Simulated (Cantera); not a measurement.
Feed: 1 mol Si2H6, a varied amount of O3, equilibrated at 1152 °C and 34.0 Pa.

Method: chemical equilibrium by Gibbs-energy minimisation in Cantera with the NASA 1993 tables (ideal gas, pure condensed phases). Candidate condensed phases: H2O, Si, SiO2; 18 gas species. The feed counts by its element totals alone. Mutual solubility and eutectic melting of coexisting phases are not modelled. The tables hold silica as quartz up to 1696 K and as liquid above; real silica turns to tridymite and cristobalite and melts near 1996 K. The numbers say what is thermodynamically allowed, not how fast it happens.

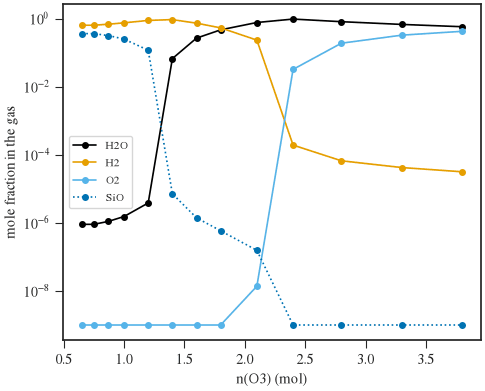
Fig. 1. Equilibrium gas composition (values under 1e-9 drawn at 1e-9)

From 0.65 mol O3 to 0.75 mol O3 the condensed part is Si(s) + SiO2(β-quartz). From 0.87 mol O3 to 3.8 mol O3 the condensed part is SiO2(β-quartz).
